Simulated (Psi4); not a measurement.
# AlH2O: property calculation

System: AlH2O, multiplicity 2, SMILES [O][AlH2].
Method: HF/jun-cc-pV(D+d)Z, UHF (Psi4 1.11).

The geometry comes from this level: PBE0-D4/def2-TZVP.

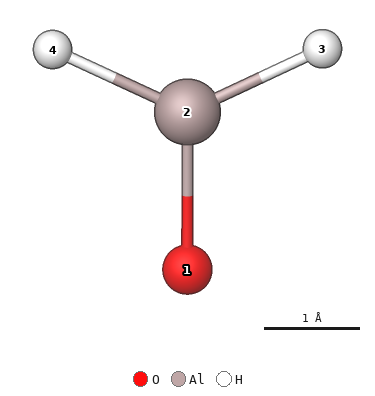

Figure 1. The structure as given in the input (ball-and-stick view, seen at a tilt; atoms are numbered from 1 in the order of the input). Sticks mark near contacts. Bond lengths as drawn: Al–H 1.58 Å and Al–O 1.73 Å.

## Key numbers

| quantity | value |
| --- | --- |
| outcome | converged |
| total energy | −317.936600 hartree |
| basis functions | 55 |
| ⟨S²⟩ | 0.758 |
| dipole moment | 1.94 D |
| hardware | 1 thread of AMD EPYC (Zen 3), 24 GiB of memory available, shared host |
| wall time | 1.8 s |
| peak memory | 0.22 GiB |

## Notes

Settings chosen away from the usual ones: diis set to false; orbital_optimizer_package set to ooo.

## Input file (input.json)
```
{
 "schema_name": "qcschema_input",
 "schema_version": 1,
 "molecule": {
  "schema_name": "qcschema_molecule",
  "schema_version": 2,
  "symbols": ["O", "Al", "H", "H"],
  "geometry": [0.11829686, -1.61817248, 2.64826219, 0.02135391, 0.05650281, -0.15193398, -2.17242915, -0.68181319, -2.03334531, 2.13746922, 2.1293434, -0.50134434],
  "molecular_charge": 0,
  "molecular_multiplicity": 2
 },
 "driver": "energy",
 "model": {
  "method": "scf",
  "basis": "jun-cc-pV(D+d)Z"
 },
 "keywords": {
  "reference": "uhf",
  "scf_type": "df",
  "diis": false,
  "orbital_optimizer_package": "ooo",
  "maxiter": 100,
  "scf_properties": ["NO_OCCUPATIONS", "QUADRUPOLE", "WIBERG_LOWDIN_INDICES", "ESP_AT_NUCLEI", "DIPOLE"]
 }
}
```

Command:
```bash
psi4 --qcschema input.json -n 1 --memory 1600MB
```

## Output
```
Psi4 1.11 release

   => Loading Basis Set <=

    Name: JUN-CC-PV(D+D)Z
    Role: ORBITAL
    Keyword: BASIS

         ---------------------------------------------------------
                                   SCF
                              UHF Reference
                        1 Threads,   1525 MiB Core
         ---------------------------------------------------------

  ==> Geometry <==

    Molecular point group: c1
    Full point group: C1

    Geometry (in Bohr), charge = 0, multiplicity = 2:

       Center              X                  Y                   Z               Mass
    ------------   -----------------  -----------------  -----------------  -----------------
         O            0.064219014011    -1.109213371714     1.854683120450    15.994914619570
         AL          -0.032723935989     0.565461918286    -0.945513049550    26.981538530000
         H           -2.226506995989    -0.172854081714    -2.826924379550     1.007825032230
         H            2.083391374011     2.638302508286    -1.294923409550     1.007825032230

  Running in c1 symmetry.

  Rotational constants: A =      4.14450  B =      0.50513  C =      0.45025 [cm^-1]
  Rotational constants: A = 124248.94047  B =  15143.29133  C =  13498.15468 [MHz]
  Nuclear repulsion =   43.785131009118416

  Charge       = 0
  Multiplicity = 2
  Electrons    = 23
  Nalpha       = 12
  Nbeta        = 11

  ==> Algorithm <==

  SCF Algorithm Type is DF.
  DIIS disabled.
  MOM disabled.
  Fractional occupation disabled.
  Guess Type is SAD.
  Energy threshold   = 1.00e-06
  Density threshold  = 1.00e-06
  Integral threshold = 1.00e-12

  ==> Primary Basis <==

  Basis Set: JUN-CC-PV(D+D)Z
    Blend: JUN-CC-PV(D+D)Z
    Number of shells: 25
    Number of basis functions: 55
    Number of Cartesian functions: 58
    Spherical Harmonics?: true
    Max angular momentum: 2

   => Loading Basis Set <=

    Name: (JUN-CC-PV(D+D)Z AUX)
    Role: JKFIT
    Keyword: DF_BASIS_SCF

  ==> Integral Setup <==

  DFHelper Memory: AOs need 0.006 GiB; user supplied 1.118 GiB.
  SCF_SUBTYPE=INCORE selected. In-core MEM_DF algorithm will be used.
  Using in-core AOs.

  ==> MemDFJK: Density-Fitted J/K Matrices <==

    J tasked:                   Yes
    K tasked:                   Yes
    wK tasked:                   No
    Memory [MiB]:              1144
    Algorithm:                 Core
    Schwarz Cutoff:           1E-12
    Mask sparsity (%):       0.0000
    Fitting Condition:        1E-10

   => Auxiliary Basis Set <=

  Basis Set: (JUN-CC-PV(D+D)Z AUX)
    Blend: JUN-CC-PVDZ-JKFIT
    Number of shells: 84
    Number of basis functions: 246
    Number of Cartesian functions: 281
    Spherical Harmonics?: true
    Max angular momentum: 3

  Minimum eigenvalue in the overlap matrix is 3.4450765713E-03.
  Reciprocal condition number of the overlap matrix is 7.4906966062E-04.
    Using symmetric orthogonalization.

  ==> Pre-Iterations <==

  SCF Guess: Superposition of Atomic Densities via on-the-fly atomic UHF (no occupation information).

   -------------------------
    Irrep   Nso     Nmo
   -------------------------
     A         55      55
   -------------------------
    Total      55      55
   -------------------------

  ==> Iterations <==

                           Total Energy        Delta E     RMS |[F,P]|

   @DF-UHF iter SAD:  -316.73377273564000   -3.16734e+02   0.00000e+00
   @DF-UHF iter   1:  -317.49875943893204   -3.17499e+02   1.32284e-02 ADIIS+DIIS
   @DF-UHF iter   2:  -317.49875943893204    0.00000e+00   2.27243e-02 EDIIS+DIIS
   @DF-UHF iter   3:  -317.85612579541566   -3.57366e-01   3.01256e-03 ADIIS+DIIS
   @DF-UHF iter   4:  -317.90583658409264   -4.97108e-02   2.23599e-03 ADIIS+DIIS
   @DF-UHF iter   5:  -317.93327752650646   -2.74409e-02   6.09978e-04 ADIIS+DIIS
   @DF-UHF iter   6:  -317.93586807683425   -2.59055e-03   2.80696e-04 ADIIS+DIIS
   @DF-UHF iter   7:  -317.93645468016490   -5.86603e-04   1.61330e-04 ADIIS+DIIS
   @DF-UHF iter   8:  -317.93658829802496   -1.33618e-04   4.17902e-05 DIIS
   @DF-UHF iter   9:  -317.93659874714916   -1.04491e-05   1.21246e-05 DIIS
   @DF-UHF iter  10:  -317.93659953097267   -7.83824e-07   3.90822e-06 DIIS
   @DF-UHF iter  11:  -317.93659962468473   -9.37121e-08   1.47800e-06 DIIS
   @DF-UHF iter  12:  -317.93659963809478   -1.34100e-08   5.46424e-07 Converged
  Energy and wave function converged.

  ==> Post-Iterations <==

   @Spin Contamination Metric:   7.634122417E-03
   @S^2 Expected:                7.500000000E-01
   @S^2 Observed:                7.576341224E-01
   @S   Expected:                5.000000000E-01
   @S   Observed:                5.000000000E-01

    Orbital Energies [Eh]
    ---------------------

    Alpha Occupied:

       1A    -58.499164     2A    -20.609310     3A     -4.915304
       4A     -3.230854     5A     -3.229092     6A     -3.227221
       7A     -1.334416     8A     -0.635376     9A     -0.615393
      10A     -0.540217    11A     -0.517024    12A     -0.450653

    Alpha Virtual:

      13A      0.020116    14A      0.035959    15A      0.041750
      16A      0.051046    17A      0.077268    18A      0.129317
      19A      0.146288    20A      0.213479    21A      0.236627
      22A      0.238388    23A      0.256239    24A      0.368538
      25A      0.380618    26A      0.397045    27A      0.397345
      28A      0.415953    29A      0.453202    30A      0.493346
      31A      0.518662    32A      0.557024    33A      0.742279
      34A      0.996227    35A      1.026438    36A      1.341359
      37A      1.414242    38A      1.494404    39A      1.620728
      40A      1.709226    41A      1.718550    42A      1.745408
      43A      1.970673    44A      2.077677    45A      2.125197
      46A      2.393577    47A      2.419972    48A      2.423624
      49A      2.593467    50A      2.613444    51A      2.889417
      52A      2.906494    53A      2.994334    54A      3.002078
      55A      3.388739

    Beta Occupied:

       1A    -58.499661     2A    -20.569956     3A     -4.916114
       4A     -3.231592     5A     -3.230153     6A     -3.227766
       7A     -1.169967     8A     -0.587416     9A     -0.494144
      10A     -0.486457    11A     -0.452772

    Beta Virtual:

      12A      0.020706    13A      0.036203    14A      0.040509
      15A      0.051362    16A      0.062745    17A      0.077245
      18A      0.131379    19A      0.148209    20A      0.239325
      21A      0.242828    22A      0.251761    23A      0.295794
      24A      0.373175    25A      0.379649    26A      0.395576
      27A      0.414581    28A      0.421580    29A      0.455459
      30A      0.493010    31A      0.519412    32A      0.576770
      33A      0.749834    34A      1.005143    35A      1.030525
      36A      1.441214    37A      1.485326    38A      1.518383
      39A      1.622742    40A      1.721097    41A      1.735799
      42A      1.747323    43A      1.975254    44A      2.081188
      45A      2.159743    46A      2.394081    47A      2.419335
      48A      2.438269    49A      2.593840    50A      2.615517
      51A      3.008723    52A      3.022007    53A      3.022935
      54A      3.103232    55A      3.433857

    Final Occupation by Irrep:
              A
    DOCC [    11 ]
    SOCC [     1 ]
    NA   [    12 ]
    NB   [    11 ]

  @DF-UHF Final Energy:  -317.93659963809404

   => Energetics <=

    Nuclear Repulsion Energy =             43.7851310091184160
    One-Electron Energy =                -528.7734388147632671
    Two-Electron Energy =                 167.0517081675508564
    Total Energy =                       -317.9365996380939805

  UHF NO Occupations:
  HONO-2 :   10  A 1.9986077
  HONO-1 :   11  A 1.9984354
  HONO-0 :   12  A 1.0000000
  LUNO+0 :   13  A 0.0015646
  LUNO+1 :   14  A 0.0013923
  LUNO+2 :   15  A 0.0005649
  LUNO+3 :   16  A 0.0002758

Computation Completed

Properties will be evaluated at   0.000000,   0.000000,   0.000000 [a0]

Properties computed using the SCF density matrix

 Electrostatic potentials at the nuclear coordinates:
 ---------------------------------------------
   Center     Electrostatic Potential (a.u.)
 ---------------------------------------------
    1  O           -22.320363921395
    2 AL           -44.488458402658
    3  H            -1.111506064315
    4  H            -1.111509292206
 ---------------------------------------------

 Multipole Moments:

 ------------------------------------------------------------------------------------
     Multipole            Electronic (a.u.)      Nuclear  (a.u.)        Total (a.u.)
 ------------------------------------------------------------------------------------

 L = 1.  Multiply by 2.5417464519 to convert [e a0] to [Debye]
 Dipole X            :          0.0322521           -0.0547747           -0.0225226
 Dipole Y            :         -0.5509661            0.9427464            0.3917803
 Dipole Z            :          0.9207469           -1.5760525           -0.6553056
 Magnitude           :                                                    0.7638223

 L = 2.  Multiply by 1.3450342976 to convert [e a0^2] to [Debye ang]
 Quadrupole XX       :        -23.8401615            9.3447668          -14.4953947
 Quadrupole XY       :         -6.6360559            5.0710630           -1.5649930
 Quadrupole XZ       :         -5.9895388            4.9514138           -1.0381249
 Quadrupole YY       :        -35.4691962           20.9900664          -14.4791298
 Quadrupole YZ       :         28.1589489          -26.3361399            1.8228090
 Quadrupole ZZ       :        -65.1187477           48.8090580          -16.3096898
 Traceless XX        :         17.6358737          -17.0365303            0.5993434
 Traceless YY        :          6.0068389           -5.3912306            0.6156083
 Traceless ZZ        :        -23.6427126           22.4277609           -1.2149517

 ------------------------------------------------------------------------------------

  Wiberg Bond Indices using Orthogonal Lowdin Orbitals:

  Total Bond Index:
  Irrep: 1 Size: 4 x 4

                 1                   2                   3                   4

    1     0.00000000000000     1.44944470510052     0.07073111625817     0.07073053415719
    2     1.44944470510052     0.00000000000000     0.94061909739741     0.94062623567926
    3     0.07073111625817     0.94061909739741     0.00000000000000     0.00978079300953
    4     0.07073053415719     0.94062623567926     0.00978079300953     0.00000000000000

  Alpha Contribution:
  Irrep: 1 Size: 4 x 4

                 1                   2                   3                   4

    1     0.00000000000000     0.73872131596398     0.03279678370518     0.03279693366682
    2     0.73872131596398     0.00000000000000     0.47188644107699     0.47188970509457
    3     0.03279678370518     0.47188644107699     0.00000000000000     0.00536426824603
    4     0.03279693366682     0.47188970509457     0.00536426824603     0.00000000000000

  Beta Contribution:
  Irrep: 1 Size: 4 x 4

                 1                   2                   3                   4

    1     0.00000000000000     0.71072338913655     0.03793433255298     0.03793360049037
    2     0.71072338913655     0.00000000000000     0.46873265632043     0.46873653058469
    3     0.03793433255298     0.46873265632043     0.00000000000000     0.00441652476350
    4     0.03793360049037     0.46873653058469     0.00441652476350     0.00000000000000

  Atomic Valences:

 #  #
 Irrep: 1
      1:    1.590906355515876
      2:    3.330690038177197
      3:    1.021131006665104
      4:    1.021137562845982

  Natural Orbital Occupations:

  Alpha Occupations:
  HONO-2 :   10  A    1.000
  HONO-1 :   11  A    1.000
  HONO-0 :   12  A    1.000
  LUNO+0 :   13  A    0.000
  LUNO+1 :   14  A    0.000
  LUNO+2 :   15  A    0.000
  LUNO+3 :   16  A    0.000

  Beta Occupations:
  HONO-2 :    9  A    1.000
  HONO-1 :   10  A    1.000
  HONO-0 :   11  A    1.000
  LUNO+0 :   12  A    0.000
  LUNO+1 :   13  A    0.000
  LUNO+2 :   14  A    0.000
  LUNO+3 :   15  A    0.000

  Total Occupations:
  HONO-2 :    9  A    2.000
  HONO-1 :   10  A    2.000
  HONO-0 :   11  A    2.000
  LUNO+0 :   12  A    1.000
  LUNO+1 :   13  A    0.000
  LUNO+2 :   14  A    0.000
  LUNO+3 :   15  A    0.000

	total time  =          1 seconds =       0.02 minutes

    Psi4 run time: 0:00:00.71
```

## File result.json
```
{
 "driver": "energy",
 "model": {
  "method": "scf",
  "basis": "jun-cc-pV(D+d)Z"
 },
 "success": true,
 "return_result": -317.93659963809404,
 "properties": {
  "calcinfo_nbasis": 55,
  "calcinfo_nmo": 55,
  "calcinfo_nalpha": 12,
  "calcinfo_nbeta": 11,
  "calcinfo_natom": 4,
  "nuclear_repulsion_energy": 43.785131009118416,
  "return_energy": -317.93659963809404,
  "scf_one_electron_energy": -528.7734388147633,
  "scf_two_electron_energy": 167.05170816755086,
  "scf_dipole_moment": [-0.022522623707963527, 0.39178032300155774, -0.6553055622808278],
  "scf_total_energy": -317.93659963809404,
  "scf_iterations": 12
 }
}
```
